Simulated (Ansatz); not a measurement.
# Al₂GaH (triplet): wB97M-V, B2PLYP, RPA-PBE over vertical spin and charge gaps and displaced geometries, cc-pVDZ

Aim: run Al₂GaH (triplet) with these functionals over vertical spin and charge gaps and displaced geometries, and hold them against the top wave-function level at the same points.

Method: cc-pVDZ, all electrons in the functionals, frozen cores in the correlation of double hybrids and RPA; program: Ansatz 0.2.0, Gaussian basis.

Plan: wB97M-V, B2PLYP, RPA-PBE, at charge 0, triplet; charge 0, singlet; charge 0, quintet; charge 1, doublet; charge 1, quartet; displaced geometry v1; displaced geometry v2 (not every functional at every point).

34 further runs of the same task are left out: 2 for a known fault of the program, 16 that didn't finish, 16 set aside as unsound or not needed. Runs told in other sessions of the task aren't counted.

### Step 1. The geometry

The geometry is a PBE0/def2-TZVP stationary point (not a proven minimum). No spin-orbit coupling is included. The filled d shell of Ga may be among the frozen orbitals whatever the setting's name suggests.

4 atoms, charge 0, spin multiplicity 3.

Atoms are counted from 1 here; the program's logs count them from 0.

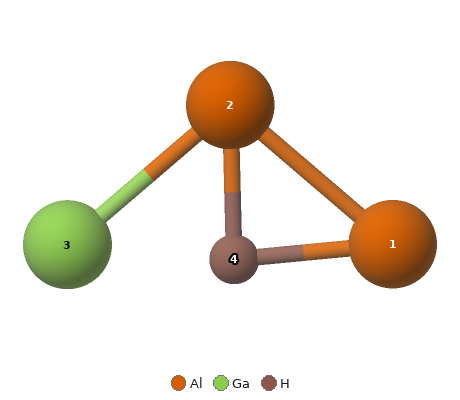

The geometry (aluminium orange, gallium green, hydrogen brown); atoms are numbered from 1 in the order of the file.

No dispersion term is added; wB97M-V holds VV10 nonlocal correlation.

The geometry shown and the zero of energy belong to the point charge 0, triplet. The yardstick, RCCSDT(Q), and other wave-function levels (R restricted, U unrestricted, valence and pair active spaces) come from earlier runs.

### Step 2. wB97M-V, charge 0, triplet

in.yaml reads:

```yaml
crystal:
  periodic: [false, false, false]
  atoms:
    - {symbol: Al, position_ang: [0.000000, 0.651584, 2.580537]}
    - {symbol: Al, position_ang: [0.000000, -1.242085, 0.821113]}
    - {symbol: Ga, position_ang: [0.000000, 0.219542, -1.325862]}
    - {symbol: H, position_ang: [0.000000, 0.620606, 0.656125]}
basis:
  gaussian: {orbitals: cc-pVDZ}
magnetization: {spin_polarized: true, initial_magnetization: 2}
hamiltonian: {xc: {name: wB97M-V}}
output: {orbitals: {seedname: orbitals}}
```

Command:

```
$ ansatz run in.yaml --threads 1 --pin off --events-out ev --progress --plain --max-ram 2393MiB
```

The log of the run, shortened:

```text
Functional definition: wB97M-V
  name "wB97M-V"
  cite "Mardirossian & Head-Gordon, J. Chem. Phys. 144, 214110 (2016) doi:10.1063/1.4952647"
  cite "Becke, J. Chem. Phys. 107, 8554 (1997) doi:10.1063/1.475007"
  cite "Vydrov & Van Voorhis, J. Chem. Phys. 133, 244103 (2010) doi:10.1063/1.3521275"
  # Of w^i u^j: cxij and so on, Table III.
[...]
  gx(w, u) = 1 - cx + cx01*u + cx10*w
  gss(w, u) = css00 + css04*u^4 + css10*w + css20*w^2 + css43*w^4*u^3
  gos(w, u) = cos00 + cos10*w + (cos20 + cos21*u)*w^2 + (cos60 + cos61*u)*w^6
[...]
      + integral(e_c_pw_mod_opposite_spin*gos(b97_w_opposite, b97_u_opposite)) + vv10(b, c)
730 factors; integrals over basis functions are off by at most 1.2e-3 eV
232 factors; integrals over basis functions are off by at most 1.1e-5 eV
[...]
mean field -65581.47089979 eV, -2410.0746028499 hartree, gradient 3.9e-5 eV, S^2 2.016006; 4 other end points of the search recorded, 0 dependent functions left out
reference -65581.47093499 eV, -2410.0746041433 hartree; 30, 28 occupied and 38, 40 virtual orbitals, 730 factors
Total energy: -65581.47093499 eV, -2410.0746041433 hartree
```

It took 36 s on 1 thread of Arm Neoverse V1, shared host; peak memory 0.34 GiB.

From the report: ⟨S²⟩ of the determinant 2.016 (pure triplet: 2.00).

### Step 3. wB97M-V, charge 0, quintet

Changes to in.yaml since step 2:

```diff
@@ -9,3 +9,3 @@
   gaussian: {orbitals: cc-pVDZ}
-magnetization: {spin_polarized: true, initial_magnetization: 2}
+magnetization: {spin_polarized: true, initial_magnetization: 4}
 hamiltonian: {xc: {name: wB97M-V}}
```

Same command.

The log of the run, shortened:

```text
Functional definition: wB97M-V
  name "wB97M-V"
  cite "Mardirossian & Head-Gordon, J. Chem. Phys. 144, 214110 (2016) doi:10.1063/1.4952647"
  cite "Becke, J. Chem. Phys. 107, 8554 (1997) doi:10.1063/1.475007"
  cite "Vydrov & Van Voorhis, J. Chem. Phys. 133, 244103 (2010) doi:10.1063/1.3521275"
  # Of w^i u^j: cxij and so on, Table III.
[...]
  gx(w, u) = 1 - cx + cx01*u + cx10*w
  gss(w, u) = css00 + css04*u^4 + css10*w + css20*w^2 + css43*w^4*u^3
  gos(w, u) = cos00 + cos10*w + (cos20 + cos21*u)*w^2 + (cos60 + cos61*u)*w^6
[...]
      + integral(e_c_pw_mod_opposite_spin*gos(b97_w_opposite, b97_u_opposite)) + vv10(b, c)
730 factors; integrals over basis functions are off by at most 1.2e-3 eV
232 factors; integrals over basis functions are off by at most 1.1e-5 eV
[...]
mean field -65578.56405637 eV, -2409.9677783244 hartree, gradient 6.3e-6 eV, S^2 6.017099; 6 other end points of the search recorded, 0 dependent functions left out
reference -65578.56409041 eV, -2409.9677795754 hartree; 31, 27 occupied and 37, 41 virtual orbitals, 730 factors
Total energy: -65578.56409041 eV, -2409.9677795754 hartree
```

Wall time 1.7 min (1 thread of Arm Neoverse V1, shared host); peak memory 0.36 GiB.

From the report: ⟨S²⟩ of the determinant 6.017 (pure quintet: 6.00).

From charge 0, triplet: +2.907 eV.

### Step 4. wB97M-V, charge 1, doublet

Changes to in.yaml since step 3:

```diff
@@ -9,4 +9,5 @@
   gaussian: {orbitals: cc-pVDZ}
-magnetization: {spin_polarized: true, initial_magnetization: 4}
+total_charge: 1
+magnetization: {spin_polarized: true, initial_magnetization: 1}
 hamiltonian: {xc: {name: wB97M-V}}
-output: {orbitals: {seedname: orbitals}}
+output: {forces: true, orbitals: {seedname: orbitals}}
```

Launched as before.

The log of the run, shortened:

```text
Functional definition: wB97M-V
  name "wB97M-V"
  cite "Mardirossian & Head-Gordon, J. Chem. Phys. 144, 214110 (2016) doi:10.1063/1.4952647"
  cite "Becke, J. Chem. Phys. 107, 8554 (1997) doi:10.1063/1.475007"
  cite "Vydrov & Van Voorhis, J. Chem. Phys. 133, 244103 (2010) doi:10.1063/1.3521275"
  # Of w^i u^j: cxij and so on, Table III.
[...]
  gx(w, u) = 1 - cx + cx01*u + cx10*w
  gss(w, u) = css00 + css04*u^4 + css10*w + css20*w^2 + css43*w^4*u^3
  gos(w, u) = cos00 + cos10*w + (cos20 + cos21*u)*w^2 + (cos60 + cos61*u)*w^6
[...]
      + integral(e_c_pw_mod_opposite_spin*gos(b97_w_opposite, b97_u_opposite)) + vv10(b, c)
730 factors; integrals over basis functions are off by at most 1.2e-3 eV
232 factors; integrals over basis functions are off by at most 1.1e-5 eV
[...]
mean field -65575.22075289 eV, -2409.8449141877 hartree, gradient 2.1e-9 eV, S^2 0.769380; 10 other end points of the search recorded, 0 dependent functions left out
[...]
reference -65575.22079296 eV, -2409.8449156603 hartree; 29, 28 occupied and 39, 40 virtual orbitals, 730 factors
Total energy: -65575.22079296 eV, -2409.8449156603 hartree
Atom 0 at     0.000000     0.651584     2.580537 Å, force     0.000000     0.818113     1.307780 eV/Å
Atom 1 at     0.000000    -1.242085     0.821113 Å, force     0.000000    -1.320777     0.027373 eV/Å
Atom 2 at     0.000000     0.219542    -1.325862 Å, force     0.000000     0.430232    -1.282175 eV/Å
Atom 3 at     0.000000     0.620606     0.656125 Å, force    -0.000000     0.072433    -0.052978 eV/Å
Dipole moment:     0.000000    -0.123642     0.616759 e Å
```

Run time: 1.9 min. Hardware: 1 thread of Arm Neoverse V1, shared host; peak memory 0.38 GiB.

From the report: ⟨S²⟩ of the determinant 0.769 (pure doublet: 0.75).

From charge 0, triplet: +6.250 eV.

### Step 5. wB97M-V, charge 1, quartet

Changes to in.yaml since step 4:

```diff
@@ -10,3 +10,3 @@
 total_charge: 1
-magnetization: {spin_polarized: true, initial_magnetization: 1}
+magnetization: {spin_polarized: true, initial_magnetization: 3}
 hamiltonian: {xc: {name: wB97M-V}}
```

Same command.

The log of the run, shortened:

```text
Functional definition: wB97M-V
  name "wB97M-V"
  cite "Mardirossian & Head-Gordon, J. Chem. Phys. 144, 214110 (2016) doi:10.1063/1.4952647"
  cite "Becke, J. Chem. Phys. 107, 8554 (1997) doi:10.1063/1.475007"
  cite "Vydrov & Van Voorhis, J. Chem. Phys. 133, 244103 (2010) doi:10.1063/1.3521275"
  # Of w^i u^j: cxij and so on, Table III.
[...]
  gx(w, u) = 1 - cx + cx01*u + cx10*w
  gss(w, u) = css00 + css04*u^4 + css10*w + css20*w^2 + css43*w^4*u^3
  gos(w, u) = cos00 + cos10*w + (cos20 + cos21*u)*w^2 + (cos60 + cos61*u)*w^6
[...]
      + integral(e_c_pw_mod_opposite_spin*gos(b97_w_opposite, b97_u_opposite)) + vv10(b, c)
730 factors; integrals over basis functions are off by at most 1.2e-3 eV
232 factors; integrals over basis functions are off by at most 1.1e-5 eV
[...]
mean field -65573.24796992 eV, -2409.7724157506 hartree, gradient 3.4e-5 eV, S^2 3.764488; 5 other end points of the search recorded, 0 dependent functions left out
[...]
reference -65573.24800732 eV, -2409.7724171251 hartree; 30, 27 occupied and 38, 41 virtual orbitals, 730 factors
Total energy: -65573.24800732 eV, -2409.7724171251 hartree
Atom 0 at     0.000000     0.651584     2.580537 Å, force    -0.000000    -0.471052    -1.343185 eV/Å
Atom 1 at     0.000000    -1.242085     0.821113 Å, force     0.000000    -0.684506     0.365898 eV/Å
Atom 2 at     0.000000     0.219542    -1.325862 Å, force     0.000000    -0.095292     0.267772 eV/Å
Atom 3 at     0.000000     0.620606     0.656125 Å, force    -0.000000     1.250850     0.709515 eV/Å
Dipole moment:     0.000000     0.155520     0.687824 e Å
```

It took 51 s on 1 thread of Arm Neoverse V1, shared host; peak memory 0.34 GiB.

From the report: ⟨S²⟩ of the determinant 3.764 (pure quartet: 3.75).

From charge 0, triplet: +8.223 eV.

### Step 6. wB97M-V, displaced geometry v1

in.yaml reads:

```yaml
crystal:
  periodic: [false, false, false]
  atoms:
    - {symbol: Al, position_ang: [-0.025723, 0.631098, 2.613208]}
    - {symbol: Al, position_ang: [-0.026556, -1.278713, 0.842630]}
    - {symbol: Ga, position_ang: [0.021408, 0.242224, -1.346958]}
    - {symbol: H, position_ang: [-0.081369, 0.580474, 0.664832]}
basis:
  gaussian: {orbitals: cc-pVDZ}
magnetization: {spin_polarized: true, initial_magnetization: 2}
hamiltonian: {xc: {name: wB97M-V}}
output: {orbitals: {seedname: orbitals}}
```

Launched as before.

The log of the run, shortened:

```text
Functional definition: wB97M-V
  name "wB97M-V"
  cite "Mardirossian & Head-Gordon, J. Chem. Phys. 144, 214110 (2016) doi:10.1063/1.4952647"
  cite "Becke, J. Chem. Phys. 107, 8554 (1997) doi:10.1063/1.475007"
  cite "Vydrov & Van Voorhis, J. Chem. Phys. 133, 244103 (2010) doi:10.1063/1.3521275"
  # Of w^i u^j: cxij and so on, Table III.
[...]
  gx(w, u) = 1 - cx + cx01*u + cx10*w
  gss(w, u) = css00 + css04*u^4 + css10*w + css20*w^2 + css43*w^4*u^3
  gos(w, u) = cos00 + cos10*w + (cos20 + cos21*u)*w^2 + (cos60 + cos61*u)*w^6
[...]
      + integral(e_c_pw_mod_opposite_spin*gos(b97_w_opposite, b97_u_opposite)) + vv10(b, c)
730 factors; integrals over basis functions are off by at most 1.2e-3 eV
232 factors; integrals over basis functions are off by at most 1.2e-5 eV
[...]
mean field -65581.47021730 eV, -2410.0745777688 hartree, gradient 5.3e-5 eV, S^2 2.015275; 4 other end points of the search recorded, 0 dependent functions left out
reference -65581.47025266 eV, -2410.0745790683 hartree; 30, 28 occupied and 38, 40 virtual orbitals, 730 factors
Total energy: -65581.47025266 eV, -2410.0745790683 hartree
```

Run time: 34 s. Hardware: 1 thread of Arm Neoverse V1, shared host; peak memory 0.34 GiB.

From the report: ⟨S²⟩ of the determinant 2.015 (pure triplet: 2.00).

From charge 0, triplet: +0.001 eV.

### Step 7. wB97M-V, displaced geometry v2

in.yaml reads:

```yaml
crystal:
  periodic: [false, false, false]
  atoms:
    - {symbol: Al, position_ang: [0.085065, 0.663861, 2.575945]}
    - {symbol: Al, position_ang: [-0.079809, -1.221435, 0.828114]}
    - {symbol: Ga, position_ang: [-0.003189, 0.207769, -1.327041]}
    - {symbol: H, position_ang: [0.079920, 0.553563, 0.673160]}
basis:
  gaussian: {orbitals: cc-pVDZ}
magnetization: {spin_polarized: true, initial_magnetization: 2}
hamiltonian: {xc: {name: wB97M-V}}
output: {orbitals: {seedname: orbitals}}
```

Same command.

The log of the run, shortened:

```text
Functional definition: wB97M-V
  name "wB97M-V"
  cite "Mardirossian & Head-Gordon, J. Chem. Phys. 144, 214110 (2016) doi:10.1063/1.4952647"
  cite "Becke, J. Chem. Phys. 107, 8554 (1997) doi:10.1063/1.475007"
  cite "Vydrov & Van Voorhis, J. Chem. Phys. 133, 244103 (2010) doi:10.1063/1.3521275"
  # Of w^i u^j: cxij and so on, Table III.
[...]
  gx(w, u) = 1 - cx + cx01*u + cx10*w
  gss(w, u) = css00 + css04*u^4 + css10*w + css20*w^2 + css43*w^4*u^3
  gos(w, u) = cos00 + cos10*w + (cos20 + cos21*u)*w^2 + (cos60 + cos61*u)*w^6
[...]
      + integral(e_c_pw_mod_opposite_spin*gos(b97_w_opposite, b97_u_opposite)) + vv10(b, c)
730 factors; integrals over basis functions are off by at most 1.1e-3 eV
232 factors; integrals over basis functions are off by at most 1.2e-5 eV
[...]
mean field -65581.44943584 eV, -2410.0738140639 hartree, gradient 3.7e-5 eV, S^2 2.015555; 4 other end points of the search recorded, 0 dependent functions left out
reference -65581.44947097 eV, -2410.0738153550 hartree; 30, 28 occupied and 38, 40 virtual orbitals, 730 factors
Total energy: -65581.44947097 eV, -2410.0738153550 hartree
```

Wall time 35 s (1 thread of Arm Neoverse V1, shared host); peak memory 0.34 GiB.

From the report: ⟨S²⟩ of the determinant 2.016 (pure triplet: 2.00).

From charge 0, triplet: +0.021 eV.

### Step 8. B2PLYP, charge 0, triplet

in.yaml reads:

```yaml
crystal:
  periodic: [false, false, false]
  atoms:
    - {symbol: Al, position_ang: [0.000000, 0.651584, 2.580537]}
    - {symbol: Al, position_ang: [0.000000, -1.242085, 0.821113]}
    - {symbol: Ga, position_ang: [0.000000, 0.219542, -1.325862]}
    - {symbol: H, position_ang: [0.000000, 0.620606, 0.656125]}
basis:
  gaussian: {orbitals: cc-pVDZ}
magnetization: {spin_polarized: true, initial_magnetization: 2}
hamiltonian: {xc: {name: B2PLYP}}
correlation: {electrons: outside_noble_gas}
```

Same command.

The log of the run, shortened:

```text
Functional definition: B2PLYP
  name "B2PLYP"
  cite "Grimme, J. Chem. Phys. 124, 034108 (2006) doi:10.1063/1.2148954"
  cite "Becke, Phys. Rev. A 38, 3098 (1988) doi:10.1103/PhysRevA.38.3098"
  cite "Lee, Yang & Parr, Phys. Rev. B 37, 785 (1988) doi:10.1103/PhysRevB.37.785"
[...]
730 factors; integrals over basis functions are off by at most 1.2e-3 eV
[...]
mean field -65565.80334368 eV, -2409.4988307824 hartree, gradient 4.1e-6 eV, S^2 2.050796; 4 other end points of the search recorded, 0 dependent functions left out
24 core orbitals not correlated: weight in the atoms' cores, before any rotation towards them, 0.999 or more for the frozen orbitals, at most 0.001 for the correlated occupied ones
reference -65565.80347283 eV, -2409.4988355288 hartree; 6, 4 occupied and 38, 40 virtual orbitals, 730 factors
second order -5.68781918 eV of doubles, -0.00000000 eV of singles
Total energy: -65567.33918401 eV, -2409.5552718736 hartree
```

It took 8 s on 1 thread of Arm Neoverse V1, shared host.

From the report: ⟨S²⟩ of the determinant 2.051 (pure triplet: 2.00).

### Step 9. B2PLYP, charge 0, singlet

Changes to in.yaml since step 8:

```diff
@@ -9,3 +9,3 @@
   gaussian: {orbitals: cc-pVDZ}
-magnetization: {spin_polarized: true, initial_magnetization: 2}
+magnetization: {spin_polarized: true, initial_magnetization: 0}
 hamiltonian: {xc: {name: B2PLYP}}
```

Same command.

The log of the run, shortened:

```text
Functional definition: B2PLYP
  name "B2PLYP"
  cite "Grimme, J. Chem. Phys. 124, 034108 (2006) doi:10.1063/1.2148954"
  cite "Becke, Phys. Rev. A 38, 3098 (1988) doi:10.1103/PhysRevA.38.3098"
  cite "Lee, Yang & Parr, Phys. Rev. B 37, 785 (1988) doi:10.1103/PhysRevB.37.785"
[...]
730 factors; integrals over basis functions are off by at most 1.2e-3 eV
[...]
mean field -65565.72085036 eV, -2409.4957992088 hartree, gradient 6.5e-9 eV, S^2 1.062418; 10 other end points of the search recorded, 0 dependent functions left out
24 core orbitals not correlated: weight in the atoms' cores, before any rotation towards them, 0.999 or more for the frozen orbitals, at most 0.001 for the correlated occupied ones
reference -65565.72097919 eV, -2409.4958039433 hartree; 5, 5 occupied and 39, 39 virtual orbitals, 730 factors
second order -5.60463023 eV of doubles, -0.00000000 eV of singles
Total energy: -65567.23422935 eV, -2409.5514148610 hartree
```

Wall time 54 s (1 thread of Arm Neoverse V1, shared host).

From the report: ⟨S²⟩ of the determinant 1.062 (pure singlet: 0.00). The determinant of B2PLYP (⟨S²⟩ 1.06) is far from a pure spin state, so its energy mixes those of several spin states; that is harmless only where they are near-degenerate.

From charge 0, triplet: +0.105 eV.

### Step 10. B2PLYP, charge 0, quintet

Changes to in.yaml since step 9:

```diff
@@ -9,3 +9,3 @@
   gaussian: {orbitals: cc-pVDZ}
-magnetization: {spin_polarized: true, initial_magnetization: 0}
+magnetization: {spin_polarized: true, initial_magnetization: 4}
 hamiltonian: {xc: {name: B2PLYP}}
```

Same command.

The log of the run, shortened:

```text
Functional definition: B2PLYP
  name "B2PLYP"
  cite "Grimme, J. Chem. Phys. 124, 034108 (2006) doi:10.1063/1.2148954"
  cite "Becke, Phys. Rev. A 38, 3098 (1988) doi:10.1103/PhysRevA.38.3098"
  cite "Lee, Yang & Parr, Phys. Rev. B 37, 785 (1988) doi:10.1103/PhysRevB.37.785"
[...]
730 factors; integrals over basis functions are off by at most 1.2e-3 eV
[...]
mean field -65563.27679579 eV, -2409.4059818600 hartree, gradient 3.6e-6 eV, S^2 6.042565; 14 other end points of the search recorded, 0 dependent functions left out
24 core orbitals not correlated: weight in the atoms' cores, before any rotation towards them, 0.999 or more for the frozen orbitals, at most 0.001 for the correlated occupied ones
reference -65563.27692227 eV, -2409.4059865080 hartree; 7, 3 occupied and 37, 41 virtual orbitals, 730 factors
second order -4.99637064 eV of doubles, -0.00000000 eV of singles
Total energy: -65564.62594234 eV, -2409.4555620813 hartree
```

Wall time 24 s (1 thread of Arm Neoverse V1, shared host).

From the report: ⟨S²⟩ of the determinant 6.043 (pure quintet: 6.00).

From charge 0, triplet: +2.713 eV.

### Step 11. B2PLYP, charge 1, doublet

Changes to in.yaml since step 10:

```diff
@@ -9,3 +9,4 @@
   gaussian: {orbitals: cc-pVDZ}
-magnetization: {spin_polarized: true, initial_magnetization: 4}
+total_charge: 1
+magnetization: {spin_polarized: true, initial_magnetization: 1}
 hamiltonian: {xc: {name: B2PLYP}}
```

The command is unchanged.

The log of the run, shortened:

```text
Functional definition: B2PLYP
  name "B2PLYP"
  cite "Grimme, J. Chem. Phys. 124, 034108 (2006) doi:10.1063/1.2148954"
  cite "Becke, Phys. Rev. A 38, 3098 (1988) doi:10.1103/PhysRevA.38.3098"
  cite "Lee, Yang & Parr, Phys. Rev. B 37, 785 (1988) doi:10.1103/PhysRevB.37.785"
[...]
730 factors; integrals over basis functions are off by at most 1.2e-3 eV
[...]
mean field -65559.67815211 eV, -2409.2737341442 hartree, gradient 1.7e-6 eV, S^2 0.802896; 7 other end points of the search recorded, 0 dependent functions left out
24 core orbitals not correlated: weight in the atoms' cores, before any rotation towards them, 0.999 or more for the frozen orbitals, at most 0.001 for the correlated occupied ones
reference -65559.67828778 eV, -2409.2737391299 hartree; 5, 4 occupied and 39, 40 virtual orbitals, 730 factors
second order -4.77651970 eV of doubles, -0.00000000 eV of singles
Total energy: -65560.96794810 eV, -2409.3211332724 hartree
```

Run time: 21 s. Hardware: 1 thread of Arm Neoverse V1, shared host.

From the report: ⟨S²⟩ of the determinant 0.803 (pure doublet: 0.75).

From charge 0, triplet: +6.371 eV.

### Step 12. B2PLYP, charge 1, quartet

Changes to in.yaml since step 11:

```diff
@@ -10,3 +10,3 @@
 total_charge: 1
-magnetization: {spin_polarized: true, initial_magnetization: 1}
+magnetization: {spin_polarized: true, initial_magnetization: 3}
 hamiltonian: {xc: {name: B2PLYP}}
```

The command is unchanged.

The log of the run, shortened:

```text
Functional definition: B2PLYP
  name "B2PLYP"
  cite "Grimme, J. Chem. Phys. 124, 034108 (2006) doi:10.1063/1.2148954"
  cite "Becke, Phys. Rev. A 38, 3098 (1988) doi:10.1103/PhysRevA.38.3098"
  cite "Lee, Yang & Parr, Phys. Rev. B 37, 785 (1988) doi:10.1103/PhysRevB.37.785"
[...]
730 factors; integrals over basis functions are off by at most 1.2e-3 eV
[...]
mean field -65558.03274024 eV, -2409.2132663731 hartree, gradient 2.9e-6 eV, S^2 3.788532; 4 other end points of the search recorded, 0 dependent functions left out
24 core orbitals not correlated: weight in the atoms' cores, before any rotation towards them, 0.999 or more for the frozen orbitals, at most 0.001 for the correlated occupied ones
reference -65558.03287350 eV, -2409.2132712704 hartree; 6, 3 occupied and 38, 41 virtual orbitals, 730 factors
second order -4.86665191 eV of doubles, -0.00000000 eV of singles
Total energy: -65559.34686951 eV, -2409.2615597333 hartree
```

Wall time 9.5 s (1 thread of Arm Neoverse V1, shared host).

From the report: ⟨S²⟩ of the determinant 3.789 (pure quartet: 3.75).

From charge 0, triplet: +7.992 eV.

### Step 13. B2PLYP, displaced geometry v1

in.yaml reads:

```yaml
crystal:
  periodic: [false, false, false]
  atoms:
    - {symbol: Al, position_ang: [-0.025723, 0.631098, 2.613208]}
    - {symbol: Al, position_ang: [-0.026556, -1.278713, 0.842630]}
    - {symbol: Ga, position_ang: [0.021408, 0.242224, -1.346958]}
    - {symbol: H, position_ang: [-0.081369, 0.580474, 0.664832]}
basis:
  gaussian: {orbitals: cc-pVDZ}
magnetization: {spin_polarized: true, initial_magnetization: 2}
hamiltonian: {xc: {name: B2PLYP}}
correlation: {electrons: outside_noble_gas}
```

The command is unchanged.

The log of the run, shortened:

```text
Functional definition: B2PLYP
  name "B2PLYP"
  cite "Grimme, J. Chem. Phys. 124, 034108 (2006) doi:10.1063/1.2148954"
  cite "Becke, Phys. Rev. A 38, 3098 (1988) doi:10.1103/PhysRevA.38.3098"
  cite "Lee, Yang & Parr, Phys. Rev. B 37, 785 (1988) doi:10.1103/PhysRevB.37.785"
[...]
730 factors; integrals over basis functions are off by at most 1.2e-3 eV
[...]
mean field -65565.81389022 eV, -2409.4992183608 hartree, gradient 5.8e-6 eV, S^2 2.048445; 4 other end points of the search recorded, 0 dependent functions left out
24 core orbitals not correlated: weight in the atoms' cores, before any rotation towards them, 0.999 or more for the frozen orbitals, at most 0.001 for the correlated occupied ones
reference -65565.81401997 eV, -2409.4992231289 hartree; 6, 4 occupied and 38, 40 virtual orbitals, 730 factors
second order -5.68369205 eV of doubles, -0.00000000 eV of singles
Total energy: -65567.34861682 eV, -2409.5556185231 hartree
```

It took 7.5 s on 1 thread of Arm Neoverse V1, shared host.

From the report: ⟨S²⟩ of the determinant 2.048 (pure triplet: 2.00).

From charge 0, triplet: -0.009 eV.

(Part 1 of 2 ends here.)
